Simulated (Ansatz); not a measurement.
# HfO2 (model cell, started as fluorite): phonons and vibrational spectra, part 2 of 2

Aim: the phonons of HfO2 (model cell, started as fluorite) at a cell relaxed beforehand at this level. After the zone centre comes a 4×4×4 q mesh on a 8×8×8 k mesh.

Ansatz 0.2.0; DFT LDA, scalar-relativistic, plane waves, PAW; PAW set soft_1.

So far. Step 2 (Modes at Γ): Before it was imposed, the acoustic sum rule was missed by 1.3e-4 eV/Å² and the charge sum rule by 2.4e-5 e. Small misses are needed for a sound result but don't prove that mesh and cutoff are converged. The lowest optical mode is real, 248 cm⁻¹.

## (3) The dispersion

Stability and thermal properties need the whole zone. Linear response on a 4×4×4 q mesh gives force constants as far as a supercell of that size would, and the tensors from the zone-centre run are typed in so that the long-range dipole term is interpolated apart.

input.yaml reads:

```yaml
crystal:
  lattice:
    - [0.0, 2.5008814195, 2.5008814195]
    - [2.5008814195, 0.0, 2.5008814195]
    - [2.5008814195, 2.5008814195, 0.0]
  atoms:
    - { symbol: Hf, position: [0.0, 0.0, 0.0] }
    - { symbol: O, position: [0.25, 0.25, 0.25] }
    - { symbol: O, position: [0.75, 0.75, 0.75] }
kpoints:
  mp_grid: { grid: [8, 8, 8] }
hamiltonian:
  xc: lda
  pseudopotentials: { kind: paw, azcp: { folder: soft_1 }, xc_functional: pbe }
scf:
  occupations: { method: fixed }
output:
  eigenvalues: true
phonons:
  method: dfpt
  qmesh: [4, 4, 4]
  temperatures: { t_max: 1000, t_step: 50 }
  qpath:
    path:
      - [[0.0, 0.0, 0.0], [0.5, 0.0, 0.5], [0.625, 0.25, 0.625]]
      - [[0.375, 0.375, 0.75], [0.0, 0.0, 0.0], [0.5, 0.5, 0.5], [0.5, 0.25, 0.75], [0.5, 0.0, 0.5]]
    npoints: 10
  non_analytic_term:
    high_frequency_dielectric_tensor: [[5.3952, 0.0, 0.0], [0.0, 5.3952, 0.0], [0.0, 0.0, 5.3952]]
    born_effective_charges:
      - { species: Hf, tensor: [[5.5895, 0.0, 0.0], [0.0, 5.5895, 0.0], [0.0, 0.0, 5.5895]] }
      - { species: O, tensor: [[-2.7948, 0.0, 0.0], [0.0, -2.7948, 0.0], [0.0, 0.0, -2.7948]] }
      - { species: O, tensor: [[-2.7948, 0.0, 0.0], [0.0, -2.7948, 0.0], [0.0, 0.0, -2.7948]] }
    source: "zone-centre run at this cell"
```

Command:

```
$ ansatz run input.yaml --threads 8 --pin off --max-ram 16384MiB --backend cpu --events-out ev --progress --plain --runs-dir out
```

Numbers of over 12 decimals in the logs are rounded to 6 here.

The program printed:

```text
Warning: phonons: the dynamical matrix that this run interpolates holds no multipole term above the dipole-dipole one, and a site of this crystal is no centre of inversion, so its interpolated transverse optical and acoustic branches and sound speeds can stay off near Gamma, and the density of states and the thermodynamics with them. What a run solves at a wave vector of phonons.qpoints, Gamma apart, where the deck admits one, is free of this, and under fd what a larger phonons.supercell samples
[...]
Crystal: 3 atoms, lattice volume = 31.283 Å³
Basis set: ecut = 420 eV, 609 PW (Γ), exchange–correlation on 48×48×48 points (8 copies of the dense FFT grid, shifted against one another)
Bands: 23, of which v1, the nominal top of the filled ones, is band 19 counted from 1 (18 counted from 0)
Symmetry: 48 space group operations
k-points: 29 of 512
[...]
SCF iter   1: F=—  HF=-16594.311880 eV  |F-HF|=—  |Δ(HF+E_count)|=         —  Δρ=9.06e-2  dr2=1.96e0  ethr=3.10e-3  ⟨swp⟩=4.0  Hψ=2197  notcnv=0  defer=56
[...]
SCF iter  10: F=-16593.620056 eV  HF=-16593.620056 eV  |F-HF|=7.28e-12  |Δ(HF+E_count)|=  1.46e-11  Δρ=2.96e-8  dr2=2.02e-13  ethr=1.00e-12  ⟨swp⟩=7.7  Hψ=4139  notcnv=0
SCF 1 converged in 10 iterations: F = -16593.620056 eV  dr2 = 2.02e-13
[...]
NSCF: frozen V_eff on 29 k-points
[...]
DFPT response loops at q = (0, 0, 0) (fractional): preconditioner auto → none (the input reference at scf.mixing.eps_inf says where Resta's filter doesn't serve); β = 0.50; Broyden in place of MSR1
[...]
SCF converged after 10 iterations
Free energy (F): -16593.620056 eV
[...]
Internal energy: -16593.620056 eV  (E = F + TS)
E sigma→0 (E₀):  -16593.620056 eV
Fermi energy:    15.224144 eV
[...]
--- Band table (eV; the first three rows and the last of 29) ---
  k-point 0: bands = [... 15 lower, 9.4989, 14.5758, 14.5758, 14.5758, 18.9883, 18.9883, 21.1481, 26.0863]
  k-point 1: bands = [... 15 lower, 9.9829, 14.1083, 14.2599, 14.2599, 19.3141, 19.3141, 21.7493, 25.3061]
  k-point 2: bands = [... 15 lower, 11.0675, 13.1684, 13.7061, 13.7061, 19.7908, 19.7908, 22.3352, 24.7320]
  k-point 28: bands = [... 15 lower, 12.5103, 12.5103, 13.6792, 14.9991, 20.0080, 20.3680, 22.5858, 22.5858]
--- Phonons (Γ-DFPT): 2 representative perturbations + reference (Σ response iterations 7) ---
  ASR residual: 1.320e-5 → 0.000e0 eV/Å²; symmetrization residual: 2.577e-7 eV/Å²
  ASR residual per site (eV/Å²): 1.32e-5 6.82e-6 6.82e-6
  Γ frequencies (cm⁻¹): 0.00 0.00 0.00 248.33 248.33 248.33 596.45 596.45 596.45
--- Phonons (arbitrary-q DFPT): 8 irreducible q on the 4×4×4 mesh ---
  q = [0.0000, 0.0000, 0.0000] (star 1, of the zone-centre solve; hermiticity 4.29e-8, symmetrization 4.02e-12): -0.00 -0.00 0.00 248.33 248.33 248.33 596.45 596.45 596.45
  q = [0.0000, 0.0000, 0.2500] (star 8, 2 solved perturbations on 288 of 512 k-point pairs; hermiticity 7.32e-8, symmetrization 3.66e-8): 79.78 79.78 151.45 332.32 332.32 551.44 571.30 571.30 619.50
[...]
q = [0.0000, 0.2500, 0.2500] (star 6, 4 solved perturbations in 528 linear systems a pass and spin channel, the states on 164 of 512 k-point pairs; hermiticity 3.38e-8, symmetrization 2.49e-10): 78.88 78.88 201.36 265.42 265.42 446.66 590.00 590.00 668.47
[...]
sum rule: each row above includes the acoustic sum rule's correction from the zone centre's row sums; it moved no ω² by more than (0.34 cm⁻¹)²
  mesh force constants: q→R imaginary residual 5.69e-18; ASR residual 1.320e-5 → 0.000e0 eV/Å²; symmetrization residual 2.132e-14 eV/Å²
  interpolated dispersion: 63 rows × 9 modes
  density of states and harmonic sums: on the 24×24×24 q-mesh, interpolated from the force constants of a 4×4×4 supercell (with the dipole–dipole term of supplied tensors)
  largest difference from the sums on the solved wave vectors: F 1.16e-3 eV, S 1.71e-6 and C_V 1.01e-6 eV/K
  zero-point energy: 0.199519 eV/cell   skipped modes (ω ≤ 0): 48, of them read as no rigid motion or as one in doubt: 45 (9.310e-2 modes/cell left out, lowest -217.75 cm⁻¹)   left out of the sums: 1.04e-2 of the cell's modes: C_V's classical limit lies that fraction below 3 k_B per atom; for a crystal, a wire or a layer, F and S can be off by more, and a phonons.interpolated_qmesh denser along its periods is the remedy for the sampling
```

It took 65 s on 8 threads of Intel Xeon at 2.70GHz, shared host; peak memory 1.3 GiB.

This step gave:

* sum-rule residual before enforcement: 1.32e-5 eV/Å²
* lowest frequency on the path: -217.7 cm⁻¹
* highest frequency on the path or at a solved wavevector: 707.1 cm⁻¹
* lowest mode on the q mesh (acoustic modes at Γ apart): -217.8 cm⁻¹

Frequencies (cm⁻¹) solved at each irreducible wavevector; negative means imaginary. Frequencies by wavevector, by row:

| q in reciprocal lattice units | star | mode 1 | mode 2 | mode 3 | mode 4 | mode 5 | mode 6 | mode 7 | mode 8 | mode 9 |
| --- | --- | --- | --- | --- | --- | --- | --- | --- | --- | --- |
| 0 0 0 | 1 | 0 | 0 | 0 | 248.3 | 248.3 | 248.3 | 596.5 | 596.5 | 596.5 |
| 0 0 0.25 | 8 | 79.8 | 79.8 | 151.4 | 332.3 | 332.3 | 551.4 | 571.3 | 571.3 | 619.5 |
| 0 0 -0.5 | 4 | 92.5 | 92.5 | 200.8 | 415.1 | 415.1 | 510.6 | 531.1 | 531.1 | 603.3 |
| 0 0.25 0.25 | 6 | 78.9 | 78.9 | 201.4 | 265.4 | 265.4 | 446.7 | 590 | 590 | 668.5 |
| 0 0.25 -0.5 | 24 | 96.9 | 131 | 198 | 277.3 | 355.7 | 365.2 | 557.2 | 582.1 | 670.5 |
| 0 0.25 -0.25 | 12 | 93.7 | 123.5 | 196.1 | 235.4 | 436.1 | 468 | 493.4 | 597.9 | 645 |
| 0 -0.5 -0.5 | 3 | -217.8 | 102.2 | 102.2 | 259.6 | 323.8 | 323.8 | 574.3 | 574.3 | 707.1 |
| 0.25 -0.5 -0.25 | 6 | 52.5 | 106.2 | 191.2 | 191.2 | 255.7 | 477.5 | 477.5 | 615.7 | 680 |

Interpolated from a 4×4×4 q mesh, with the LO-TO term (at Γ the limit along the path; where Γ stands inside the path, tables give the limit on arrival). Phonon branches along the path, in cm⁻¹:

```
    point  branch 1  branch 2  branch 3  branch 4  branch 5  branch 6  branch 7  branch 8  branch 9
        Γ         0         0         0       248       248       596       596       596       630
        X      -218       102       102       260       324       324       574       574       707
        U       -66        98       156       221       341       386       548       586       687
jump to K       -66        98       156       221       341       386       548       586       687
        Γ         0         0         0       248       248       596       596       596       630
        L        92        92       201       415       415       511       531       531       603
        W        53       106       191       191       256       478       478       616       680
        X      -218       102       102       260       324       324       574       574       707
```

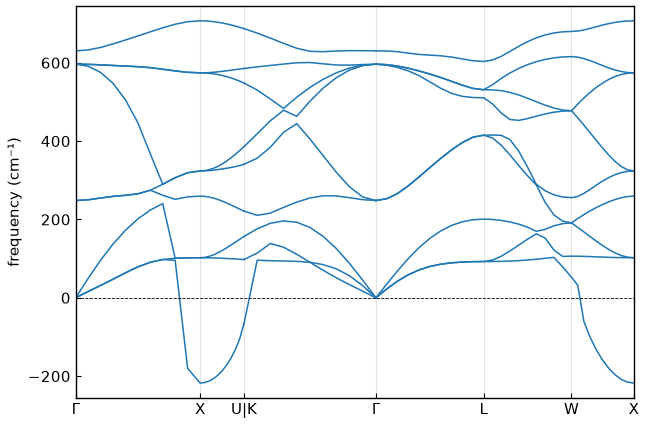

Phonon branches along the path.

The phonon density of states has structure finer than the step of the table below, so its rows give means over 50 cm⁻¹, whole bins alone (the curve runs from -215 to 705 cm⁻¹). Peaks (cm⁻¹: height): 95.0: 0.0715, 195.0: 0.0265, 595.0: 0.0408, 675.0: 0.0144.

Tetrahedra on a 24×24×24 mesh, mean over bins of 10 cm-1. Interpolated from a 4×4×4 q mesh. Table of phonon density of states by wavenumber; means over each step:

```
wavenumber (cm⁻¹)  phonon density of states (1/cm⁻¹/cell)
             -150                                  5.2e-4
             -100                                  4.7e-4
              -50                                  3.7e-4
                0                                  5.0e-4
               50                                 0.00377
              100                                  0.0299
              150                                  0.0106
              200                                  0.0155
              250                                  0.0110
              300                                  0.0129
              350                                  0.0105
              400                                  0.0101
              450                                 0.00902
              500                                 0.00841
              550                                  0.0150
              600                                  0.0230
              650                                  0.0129
```

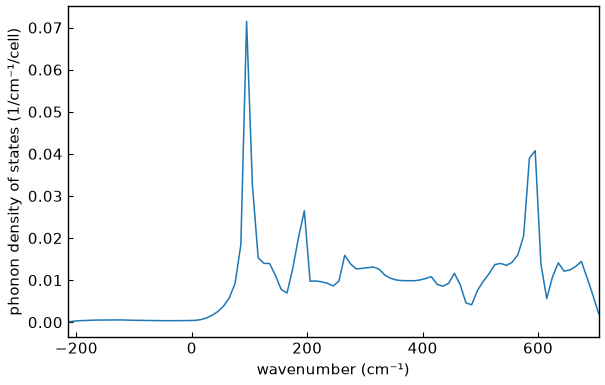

Phonon density of states against wavenumber.

The partial phonon density of states has structure finer than the step of the table below, so its rows give means over 50 cm⁻¹, whole bins alone (the curve runs from -222 to 738 cm⁻¹). Peaks (cm⁻¹: height): Hf 97.6: 0.0533, 194.2: 0.0200; O 272.7: 0.0133, 592.7: 0.0371, 671.2: 0.0134.

Phonopy on the run's constants, 19x19x19 mesh, Gaussian sigma 6.9 cm-1. Interpolated from a 4×4×4 q mesh. The partial phonon density of states by wavenumber; means over each step; values in 1/cm⁻¹/cell:

| wavenumber (cm⁻¹) | Hf | O |
| --- | --- | --- |
| -150 | 3.7e-6 | 5.2e-4 |
| -100 | 2.1e-5 | 6.6e-4 |
| -50 | 1.8e-5 | 2.2e-4 |
| 0 | 1.1e-4 | 1.1e-4 |
| 50 | 0.00321 | 8.3e-4 |
| 100 | 0.0283 | 0.00144 |
| 150 | 0.00943 | 0.00154 |
| 200 | 0.0132 | 0.00195 |
| 250 | 0.00391 | 0.00723 |
| 300 | 5.8e-4 | 0.0122 |
| 350 | 3.2e-4 | 0.0103 |
| 400 | 1.6e-4 | 0.00974 |
| 450 | 1.1e-4 | 0.00896 |
| 500 | 3.5e-5 | 0.00857 |
| 550 | 1.3e-5 | 0.0152 |
| 600 | 1.2e-4 | 0.0227 |
| 650 | 4.0e-4 | 0.0122 |
| 700 | 3.3e-5 | 0.00532 |

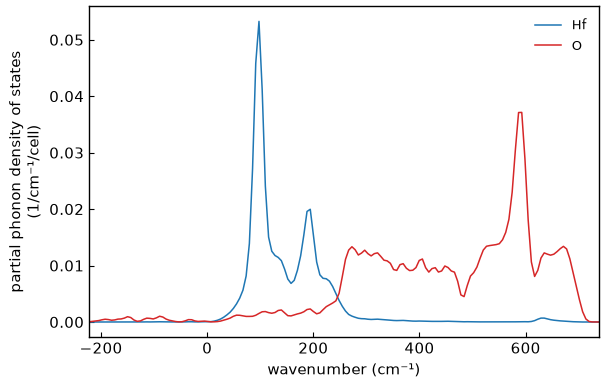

Partial phonon density of states, plotted against wavenumber.

Symmetry leaves 8 wavevectors to solve. The lowest mode among them, the acoustic zeros apart, lies at q = (0, -0.5, -0.5) and is imaginary, 217.8i cm⁻¹, so the energy falls along it.

## (4) Results

| Quantity | Value |
| --- | --- |
| space group (within 0.01 Å) | Fm-3m |
| volume per atom | 10.4 Å³ |
| gap on the k-mesh | 3.66 eV |
| highest optical mode at the zone centre (no LO-TO term) | 596 cm⁻¹ |
| top of the zone-centre spectrum with the field | 630 cm⁻¹ |
| lowest optical zone-centre mode | 248 cm⁻¹ |
| mean high-frequency dielectric constant | 5.40 |
| mean static dielectric constant | 34.8 |
| largest Born charge (third of the trace) | 5.59 e |
| lowest mode on the q mesh (acoustic modes at Γ apart) | -218 cm⁻¹ |
| highest frequency on the path or at a solved wavevector | 707 cm⁻¹ |
| imaginary modes on the 4×4×4 q mesh | yes |

In words: Modes are clearly imaginary (beyond 10i cm⁻¹) at 1 of the 8 irreducible wavevectors, most at q = (0, -0.5, -0.5) (217.8i cm⁻¹), so this structure is not a minimum of the energy. Without the field, the optical modes at Γ span 248 to 596 cm⁻¹. The highest mode in this list at Γ, 596.5 cm⁻¹, is mostly motion of O (100 % of the kinetic energy). With the macroscopic field of the longitudinal modes the top of the zone-centre spectrum lies at 630 cm⁻¹, against 596 cm⁻¹ without it. Lattice motion raises the mean dielectric constant from 5.395 to 34.76. The strongest infrared line is at 248 cm⁻¹. The program warns that the interpolation holds no quadrupole term, so branches close to Γ can be off in this crystal. Spin-orbit coupling is left out, which can matter for the heavy elements here. The PAW files were made for PBE and serve the other functionals too. The starting cell was built on a prototype and not taken from a measurement, so the phase need not exist. These are harmonic frequencies at zero temperature: anharmonic shifts, linewidths and thermal expansion are left out.

[Logs are printed without paths, hosts, clocks, repeated set-up lines and the standing remarks that a program may print on its own settings, such as how far it seeks lower states.]

[Hosts, paths, dates, database ids (printed as entryN), source tags and the programs' standing remarks are cut or masked in the printed files.]
